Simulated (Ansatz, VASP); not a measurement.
# GaP: VASP beside Ansatz

One calculation is typed for both programs; each brings its own data sets and cutoff. How far apart do they land? The cell comes out of the VASP series on this material, whose earlier steps may have relaxed, scaled or displaced it; both programs get it as it stands.

Program: Ansatz 0.2.0. Level of theory: plane waves, with VASP 6.6.1 beside it; band structure at r2SCAN with rVV10 and single point at r2SCAN with rVV10. Results are calculated unless marked as measured.

### 1. The structure

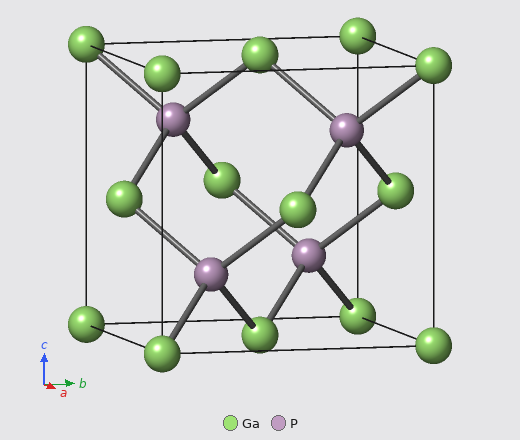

Start, viewed slightly off an axis; gallium green, phosphorus pink. This picture shows the conventional cell, with its axes. Bonds to atoms that aren't drawn are left out. Some periodic images of atoms are drawn too.

### 2. VASP: band structure, r2SCAN with rVV10

Levels along a path test the potential and the projectors away from the mesh points.

Lines of VASP's logs that name or quote its potential files are left out, and so is its time.

Input file INCAR:

```
SYSTEM = GaP
PREC = Accurate
ENCUT = 400
EDIFF = 1E-06
NELM = 100
ISMEAR = 0
SIGMA = 0.05
LREAL = .FALSE.
ALGO = Normal
METAGGA = R2SCAN
LUSE_VDW = .TRUE.
IVDW_NL = 2
BPARAM = 11.95
CPARAM = 0.0093
LASPH = .TRUE.
NBANDS = 21
LORBIT = 11
LWAVE = .FALSE.
LCHARG = .FALSE.
KPAR = 2
```

Input file POSCAR:

```
GaP
1.0
    0.0000000000      2.7146945537      2.7146945537
    2.7146945537      0.0000000000      2.7146945537
    2.7146945537      2.7146945537      0.0000000000
Ga P
1 1
Direct
    0.0000000000      0.0000000000      0.0000000000
    0.2500000000      0.2500000000      0.2500000000
```

Input file KPOINTS:

```
Automatic mesh
0
Gamma
7 7 7
0 0 0
```

Input file KPOINTS_OPT:

```
Line mode
16
Line-mode
Reciprocal
  0.00000000   0.00000000   0.00000000 GAMMA
  0.50000000   0.00000000   0.50000000 X

  0.50000000   0.00000000   0.50000000 X
  0.50000000   0.25000000   0.75000000 W

  0.50000000   0.25000000   0.75000000 W
  0.37500000   0.37500000   0.75000000 K

  0.37500000   0.37500000   0.75000000 K
  0.00000000   0.00000000   0.00000000 GAMMA

  0.00000000   0.00000000   0.00000000 GAMMA
  0.50000000   0.50000000   0.50000000 L

  0.50000000   0.50000000   0.50000000 L
  0.62500000   0.25000000   0.62500000 U

  0.62500000   0.25000000   0.62500000 U
  0.50000000   0.25000000   0.75000000 W

  0.50000000   0.25000000   0.75000000 W
  0.50000000   0.50000000   0.50000000 L

  0.50000000   0.50000000   0.50000000 L
  0.37500000   0.37500000   0.75000000 K

  0.62500000   0.25000000   0.62500000 U
  0.50000000   0.00000000   0.50000000 X
```

Potentials, in the order of the species: Ga_d and P (PBE family, release 64).

The run is started by

```sh
> mpirun -np 2 vasp_std
```

Numbers of over 12 decimals in the logs are rounded to 6 here.

What it wrote:

```text
[banner, memory and clock lines left out]
running    2 mpi-ranks, on    1 nodes
 distrk:  each k-point on    1 cores,    2 groups
 distr:  one band on    1 cores,    1 groups

 POSCAR found type information on POSCAR GaP
 POSCAR found :  2 types and       2 ions
|                                                                             |
|               ----> ADVICE to this user running VASP <----                  |
|                                                                             |
|     You have switched on vdW-DFT.                                           |
|     This routine was written and supplied by Jiri Klimes. We recommend      |
|     that you carefully read and cite the following publications:            |
|       J. Klimes, D.R. Bowler, A. Michelides                                 |
|          J. Phys.: Cond Matt. 22 022201 (2010)                              |
|       J. Klimes, D.R. Bowler, A. Michelides                                 |
|          Phys. Rev. B. 83, 195131 (2011)                                    |
|     and references therein.                                                 |
|                                                                             |

|                                                                             |
|               ----> ADVICE to this user running VASP <----                  |
|                                                                             |
|     You enforced a specific xc type in the INCAR file but a different       |
|     [... a line on the potential file left out ...]
|     I HOPE YOU KNOW WHAT YOU ARE DOING!                                     |
|                                                                             |

 LDA part: xc-table for (None), standard interpolation
 POSCAR, INCAR and KPOINTS ok, starting setup
 FFT: planning ... GRIDC
 FFT: planning ... GRID_SOFT
 FFT: planning ... GRID
 WAVECAR not read
 entering main loop
       N       E                     dE             d eps       ncg     rms          rms(c)
Total rVV10 correction in eV:      0.4882326    20.1367708
Total rVV10 correction in eV:      0.4882326    20.1367708
DAV:   1     0.841141080962E+02    0.84114E+02   -0.72670E+03   906   0.110E+03
DAV:   2    -0.132139845398E+02   -0.97328E+02   -0.90196E+02   876   0.288E+02
DAV:   3    -0.230438384362E+02   -0.98299E+01   -0.97350E+01  1029   0.639E+01
DAV:   4    -0.232227627115E+02   -0.17892E+00   -0.17883E+00   960   0.906E+00
DAV:   5    -0.232248377984E+02   -0.20751E-02   -0.20750E-02   999   0.966E-01    0.489E+00
Total rVV10 correction in eV:      0.4950943    20.1367720
Total rVV10 correction in eV:      0.4950943    20.1367720
DAV:   6    -0.209516525102E+02    0.22732E+01   -0.46205E-01   935   0.112E+01    0.319E+00
Total rVV10 correction in eV:      0.5054632    20.1367720
Total rVV10 correction in eV:      0.5054632    20.1367720
DAV:   7    -0.209402010587E+02    0.11451E-01   -0.17151E-01   948   0.286E+00    0.164E+00
Total rVV10 correction in eV:      0.5096162    20.1367720
Total rVV10 correction in eV:      0.5096162    20.1367720
DAV:   8    -0.209438669642E+02   -0.36659E-02   -0.91981E-03   990   0.605E-01    0.636E-01
Total rVV10 correction in eV:      0.5113086    20.1367720
Total rVV10 correction in eV:      0.5113086    20.1367720
DAV:   9    -0.209438797854E+02   -0.12821E-04   -0.14483E-03   955   0.335E-01    0.643E-02
Total rVV10 correction in eV:      0.5112982    20.1367720
Total rVV10 correction in eV:      0.5112982    20.1367720
DAV:  10    -0.209438693108E+02    0.10475E-04   -0.13164E-04   995   0.652E-02    0.374E-02
Total rVV10 correction in eV:      0.5115845    20.1367720
Total rVV10 correction in eV:      0.5115845    20.1367720
DAV:  11    -0.209438591108E+02    0.10200E-04   -0.12416E-05   930   0.229E-02    0.961E-03
Total rVV10 correction in eV:      0.5116233    20.1367720
Total rVV10 correction in eV:      0.5116233    20.1367720
DAV:  12    -0.209438594163E+02   -0.30557E-06   -0.11202E-06   867   0.719E-03
Total rVV10 correction in eV:      0.5116193    20.1367720
Total rVV10 correction in eV:      0.5116193    20.1367720
Total rVV10 correction in eV:      0.5116225    20.1367720
Total rVV10 correction in eV:      0.5116225    20.1367720
   1 F= -.20943859E+02 E0= -.20943859E+02  d E =-.659441E-17
 Start KPOINTS_OPT (optional k-point list driver)
k-point batch [1-20\160]
       N       E                     dE             ncg
DAV:   1     0.969148945395E+02   -0.70841E+04      916
DAV:   2    -0.191530735819E+04   -0.20122E+04      903
DAV:   3    -0.211701035609E+04   -0.20170E+03      987
DAV:   4    -0.212103105041E+04   -0.40207E+01     1001
DAV:   5    -0.212107656646E+04   -0.45516E-01      991
DAV:   6    -0.212107799022E+04   -0.14238E-02     1113
DAV:   7    -0.212107802449E+04   -0.34273E-04      994
DAV:   8    -0.212107802603E+04   -0.15409E-05      863
DAV:   9    -0.212107802613E+04   -0.98241E-07      660
[...]
k-point batch [141-160\160]
       N       E                     dE             ncg
DAV:   1    -0.184791182446E+03   -0.12252E+05      974
DAV:   2    -0.208980231082E+04   -0.19050E+04      884
DAV:   3    -0.226300458227E+04   -0.17320E+03     1086
DAV:   4    -0.226589439736E+04   -0.28898E+01      976
DAV:   5    -0.226592996964E+04   -0.35572E-01     1029
DAV:   6    -0.226593142451E+04   -0.14549E-02     1204
DAV:   7    -0.226593143440E+04   -0.98919E-05      964
DAV:   8    -0.226593143489E+04   -0.49053E-06      866
```

OUTCAR, selected parts (step 2):

```text
ion  position               nearest neighbor table
   1  0.000  0.000  0.000-   2 2.35   2 2.35   2 2.35   2 2.35
   2  0.250  0.250  0.250-   1 2.35   1 2.35   1 2.35   1 2.35

  LATTYP: Found a face centered cubic cell.
 ALAT       =     5.4293891074

 Subroutine GETGRP returns: Found 24 space group operations
 (whereof 24 operations were pure point group operations)

The static configuration has the point symmetry T_d .

 Found     20 irreducible k-points:

   k-points           NKPTS =     20   k-points in BZ     NKDIM =     20   number of bands    NBANDS=     21

   dimension x,y,z NGX =    28 NGY =   28 NGZ =   28
   dimension x,y,z NGXF=    56 NGYF=   56 NGZF=   56

   ENCUT  =  400.0 eV  29.40 Ry    5.42 a.u.   6.26  6.26  6.26*2*pi/ulx,y,z

   NELECT =      18.0000    total number of electrons

 k-points in reciprocal lattice and weights: Automatic mesh
   0.00000000  0.00000000  0.00000000       0.003
   0.14285714  0.00000000  0.00000000       0.023
   0.28571429  0.00000000  0.00000000       0.023
   0.42857143  0.00000000  0.00000000       0.023
   0.14285714  0.14285714  0.00000000       0.017
   0.28571429  0.14285714  0.00000000       0.070
   0.42857143  0.14285714  0.00000000       0.070
  -0.42857143  0.14285714  0.00000000       0.070
  -0.28571429  0.14285714  0.00000000       0.070
[...]
-0.42857143  0.42857143  0.14285714       0.070
  -0.28571429  0.42857143  0.14285714       0.070

 average (electrostatic) potential at core
       1 -70.0619       2 -86.3539

 E-fermi :   4.8563

 k-point     1 :       0.0000    0.0000    0.0000
  band No.  band energies     occupation
    ...
      5     -10.3009      2.00000
      6      -8.5466      2.00000
      7       4.5768      2.00000
      8       4.5768      2.00000
      9       4.5768      2.00000
     10       7.0044      0.00000
     11       8.7493      0.00000
     12       8.7494      0.00000
     13       8.7494      0.00000
     14      14.0045      0.00000
    ...

 k-point     2 :       0.1429    0.0000    0.0000
  band No.  band energies     occupation
    ...
      5     -10.3009      2.00000
      6      -8.2637      2.00000
      7       2.6027      2.00000
      8       4.2708      2.00000
      9       4.2708      2.00000
     10       7.4918      0.00000
     11       9.2130      0.00000
     12       9.2131      0.00000
     13       9.7042      0.00000
     14      14.1076      0.00000
    ...

 k-point     3 :       0.2857    0.0000    0.0000
  band No.  band energies     occupation
    ...
      5     -10.2988      2.00000
      6      -7.4836      2.00000
      7      -0.0611      2.00000
      8       3.7525      2.00000
      9       3.7525      2.00000
     10       7.0131      0.00000
     11       9.7118      0.00000
     12       9.7119      0.00000
     13      12.0868      0.00000
     14      14.2595      0.00000
    ...

  Total        0.0275239      0.0275239      0.0275239     -0.0000000      0.0000000     -0.0000000
  in kB        1.1021153      1.1021153      1.1021153     -0.0000000      0.0000000     -0.0000000
  external PRESSURE =       1.1021153 kB  Pullay stress =       0.0000000 kB

  energy-cutoff  :      400.00
  volume of cell :       40.01
      direct lattice vectors                 reciprocal lattice vectors
     0.000000000  2.714694554  2.714694554    -0.184182784  0.184182784  0.184182784
     2.714694554  0.000000000  2.714694554     0.184182784 -0.184182784  0.184182784
     2.714694554  2.714694554  0.000000000     0.184182784  0.184182784 -0.184182784

 POSITION                                       TOTAL-FORCE (eV/Angst)
 -----------------------------------------------------------------------------------
      0.00000      0.00000      0.00000        -0.000000     -0.000000      0.000000
      1.35735      1.35735      1.35735         0.000000      0.000000     -0.000000
 -----------------------------------------------------------------------------------
    total drift:                               -0.000002     -0.000002     -0.000002

  FREE ENERGIE OF THE ION-ELECTRON SYSTEM (eV)
  ---------------------------------------------------
  free  energy   TOTEN  =       -20.9438594163 eV

  energy  without entropy=      -20.9438594163  energy(sigma->0) =      -20.94385942

 total charge
# of ion       s       p       d       tot
------------------------------------------
    1        0.831   0.859  10.020  11.710
    2        1.007   1.545   0.000   2.553
--------------------------------------------------
tot          1.838   2.405  10.020  14.263

[... 3 further parts left out ...]
```

The run ends at a pressure of 0.11 GPa.

### 3. Ansatz: band structure, r2SCAN with rVV10

Ansatz runs on its default PAW (the set named soft_2) files.

The same cell, functional, mesh and smearing now go to Ansatz, which takes its cutoff from its data sets.

Input file input.yaml:

```yaml
crystal:
  lattice:
    - [0.0, 2.7146945537, 2.7146945537]
    - [2.7146945537, 0.0, 2.7146945537]
    - [2.7146945537, 2.7146945537, 0.0]
  atoms:
    - { symbol: Ga, position: [0.0, 0.0, 0.0] }
    - { symbol: P, position: [0.25, 0.25, 0.25] }
hamiltonian:
  xc: r2scan
  pseudopotentials: { kind: paw }
  dispersion: rvv10
kpoints:
  mp_grid: { grid: [7, 7, 7] }
  band_path:
    path:
      - [0.0, 0.0, 0.0]
      - [0.16667, 0.0, 0.16667]
      - [0.33333, 0.0, 0.33333]
      - [0.43333, 0.0, 0.43333]
      - [0.5, 0.0, 0.5]
      - [0.5, 0.08333, 0.58333]
      - [0.5, 0.18333, 0.68333]
      - [0.5, 0.25, 0.75]
      - [0.45, 0.3, 0.75]
      - [0.40833, 0.34167, 0.75]
      - [0.35, 0.35, 0.7]
      - [0.225, 0.225, 0.45]
      - [0.075, 0.075, 0.15]
      - [0.03333, 0.03333, 0.03333]
      - [0.23333, 0.23333, 0.23333]
      - [0.4, 0.4, 0.4]
      - [0.51667, 0.46667, 0.51667]
      - [0.55833, 0.38333, 0.55833]
      - [0.60833, 0.28333, 0.60833]
      - [0.60833, 0.25, 0.64167]
      - [0.55833, 0.25, 0.69167]
      - [0.51667, 0.25, 0.73333]
      - [0.5, 0.3, 0.7]
      - [0.5, 0.38333, 0.61667]
      - [0.5, 0.48333, 0.51667]
      - [0.475, 0.475, 0.55]
      - [0.425, 0.425, 0.65]
      - [0.38333, 0.38333, 0.73333]
      - [0.59167, 0.18333, 0.59167]
      - [0.55, 0.1, 0.55]
      - [0.5, 0.0, 0.5]
    npoints: 1
scf:
  occupations: { method: gaussian, width: 0.05 }
  n_extra_bands: 7
output:
  forces: true
  stress: true
  eigenvalues: true
```

The run is started by

```sh
> ansatz run input.yaml --threads 2 --pin off --max-ram 4608MiB --backend cpu --events-out ev --progress --plain --runs-dir out
```

What it wrote:

```text
scf.n_extra_bands = 7 over 9 filled bands (N_el = 18.0): the run solves 16 bands
Engine: ansatz 0.2.0, aarch64-unknown-linux-gnu
Pseudopotentials: kind: paw
Pseudopotential: Ga, paw, valence charge 13, recommended cutoff 500 eV (meta_gga), Ga.paw.azcp
Pseudopotential: P, paw, valence charge 5, recommended cutoff 500 eV (meta_gga), P.paw.azcp
Functional definition: r2SCAN+rVV10
  parameter k0 = 0.174
  parameter k1 = 0.065
  parameter a1 = 4.9479
  exchange = r2scan_x(k0 = k0, k1 = k1, a1 = a1)
  correlation = r2scan_c + rvv10(11.95, 0.0093)
Crystal: 2 atoms, lattice volume = 40.012 Å³
Basis set: ecut = 500 eV, 965 PW (Γ), exchange–correlation on 128×128×128 points (64 copies of the dense FFT grid, shifted against one another)
Bands: 16, of which v1, the nominal top of the filled ones, is band 9 counted from 1 (8 counted from 0)
Symmetry: 24 space group operations
Space group: F-43m (ITA 216), of the structure as read, at distance tolerance 3.4e-5 Å
k-points: 20 of 343 (time reversal used)
Non-local potential: Ga, projectors of the file, l = 0: 2, l = 1: 2, l = 2: 3, l = 3: 1
Non-local potential: P, projectors of the file, l = 0: 2, l = 1: 2, l = 2: 2
PAW form: soft (Blöchl's): semilocal exchange-correlation on the pseudo side does not see the compensation charge
rVV10 density: all electrons in the spheres
PAW frozen core: Ga, regenerated for the run's functional (the file was generated under x = pbe(κ = 0.804, μ = 0.219515), c = pbe(β = 0.066725))
PAW frozen core: P, regenerated for the run's functional (the file was generated under x = pbe(κ = 0.804, μ = 0.219515), c = pbe(β = 0.066725))
PAW one-centre angular grid: Ga, 590 points (default); XC on 160 Gauss nodes
PAW one-centre angular grid: P, 302 points (default); XC on 160 Gauss nodes
Initial density: superposition of atomic densities (neutral atoms: chi_scale 0, normalization atom), corrected by the library's trained network
Initial wavefunctions: pseudopotential atomic-orbital guess
Functional: x = r2scan, c = r2scan + rvv10(b = 11.95, C = 0.0093); τ floored in thin density (d = 2e-4 eV/Å³)
SCF iter   1: F=—  HF=-4548.786731 eV  |F-HF|=—  |Δ(HF+E_count)|=         —  Δρ=9.08e-3  dr2=2.10e-2  dr2_τ=7.51e-3  ethr=1.77e-3  ⟨swp⟩=6.0  Hψ=2034  notcnv=0  defer=6
preconditioner: auto → none  [insulator: Δε(μ)=1.698 eV  Ē_g=19.047 eV  σ=0.050 eV  W_gap=1.00  n_scr=14 (ndim 8)  ℏωp=24.9 eV  f_vac=0.011  D(μ)=0.00/eV (n_scr^D=0)  ε∞_Penn≈2.7]
SCF iter   2: F=—  HF=-4548.798232 eV  |F-HF|=—  |Δ(HF+E_count)|=   1.15e-2  Δρ=2.56e-3  dr2=3.78e-3  dr2_τ=1.11e-4  ethr=1.16e-4  ⟨swp⟩=2.3  Hψ=763  notcnv=0  defer=46
SCF iter   3: F=—  HF=-4548.796133 eV  |F-HF|=—  |Δ(HF+E_count)|=   2.10e-3  Δρ=1.66e-3  dr2=5.33e-4  dr2_τ=8.37e-6  ethr=2.10e-5  ⟨swp⟩=2.0  Hψ=548  notcnv=0  defer=46
SCF iter   4: F=—  HF=-4548.796330 eV  |F-HF|=—  |Δ(HF+E_count)|=   1.97e-4  Δρ=3.20e-4  dr2=5.07e-5  dr2_τ=6.84e-7  ethr=2.96e-6  ⟨swp⟩=2.5  Hψ=450  notcnv=0  defer=46
SCF iter   5: F=—  HF=-4548.796313 eV  |F-HF|=—  |Δ(HF+E_count)|=   1.72e-5  Δρ=1.12e-4  dr2=3.36e-6  dr2_τ=2.05e-8  ethr=2.82e-7  ⟨swp⟩=2.4  Hψ=373  notcnv=0  defer=46
SCF iter   6: F=—  HF=-4548.796312 eV  |F-HF|=—  |Δ(HF+E_count)|=   9.54e-7  Δρ=2.02e-5  dr2=1.05e-7  dr2_τ=4.80e-9  ethr=1.86e-8  ⟨swp⟩=2.0  Hψ=454  notcnv=0  defer=46
SCF iter   7: F=-4548.796312 eV  HF=-4548.796312 eV  |F-HF|=1.82e-12  |Δ(HF+E_count)|=   1.14e-7  Δρ=2.11e-6  dr2=1.76e-9  dr2_τ=2.72e-11  ethr=5.56e-10  ⟨swp⟩=9.8  Hψ=1759  notcnv=0
SCF 1 converged in 7 iterations: F = -4548.796312 eV  dr2 = 1.76e-9
  greatest PAW one-centre occupation: 0.993 electrons in one spin orbital (limit 2), on the Ga atom at site 0 (counted from 0), in its partial waves of l = 2
NSCF: frozen V_eff on 31 k-points
SCF converged after 7 iterations
Free energy (F): -4548.796312 eV
Harris-Foulkes:  -4548.796312 eV  (|F-HF|=1.82e-12)
Internal energy: -4548.796312 eV  (E = F + TS)
E sigma→0 (E₀):  -4548.796312 eV
Fermi energy:    7.929851 eV
--- Per-component energies (eV) ---
  E_band       = -65.487178
  E_kinetic    = 185.735200
  E_local      = -2194.339373  (includes V_loc(G=0)·N_el)
  E_nonlocal   = 460.333563
  E_hartree    = 1017.113547
  E_xc         = -119.456634
  E_vxc        = -124.683180  (∫ρ·V_xc dr)
  E_paw        = -2579.689837  (= ΣΔE_a)
  E_vpaw       = -432.780247  (= ΣTr[D̂ρ^β])
  E_aug_tail   = -0.000013  (compensation charges beyond the density's cutoff)
  E_vtau       = 6.020466  (kinetic-family band-sum trace: ∫τ·v_τ [+ j·A + Jᵃ·Aᵃ] dr)
  E_ewald      = -1317.748853
  E_core_change = -0.743912  (= ΣΔE_core)
  E_smearing   = -0.000000  (= −TS)
  E_closure    = 0.000000  (closes the sum)
  Σ components = -4548.796312   (vs F -4548.796312, Δ=0.00e0)
--- Forces (eV/Å), atoms counted from 1 ---
  atom   1  Ga     0.00000000    -0.00000000     0.00000000
  atom   2  P     -0.00000000     0.00000000     0.00000000
  max |Σ_I F_I| component: 9.25e-17 eV/Å
--- Stress (GPa, compression-positive) ---
        0.342357      -0.000000       0.000000
        0.000000       0.342357       0.000000
        0.000000       0.000000       0.342357
  P = ⅓ Tr σ = 0.3424 GPa (3.424 kbar)
--- Band table (eV; the first three rows and the last of 20) ---
  k-point 0: bands = [... 5 lower, -6.0862, 7.0423, 7.0423, 7.0423, 9.4891, 11.1969, 11.1969, 11.1969, ... 3 higher]
  k-point 1: bands = [... 5 lower, -5.8031, 5.0684, 6.7354, 6.7354, 9.9626, 11.6601, 11.6601, 12.1681, ... 3 higher]
  k-point 2: bands = [... 5 lower, -5.0229, 2.4020, 6.2160, 6.2160, 9.4806, 12.1575, 12.1575, 14.5573, ... 3 higher]
  k-point 19: bands = [... 5 lower, -2.9398, 0.3061, 2.9358, 4.0778, 10.8773, 12.7819, 13.8456, 14.5608, ... 3 higher]
```

The job ended after 7.5 s (2 threads of Arm Neoverse N1, shared host; peak memory 0.43 GiB; 14 s of CPU time).

(Continued in part 2 of 2.)

[Lines on the potential files, build, host, timing and source positions are cut from VASP's logs without a mark.]

[Logs are printed without paths, hosts, clocks, repeated set-up lines and the standing remarks that a program may print on its own settings, such as how far it seeks lower states.]

[Hosts, paths, dates, database ids (printed as entryN), source tags and the programs' standing remarks are cut or masked in the printed files.]
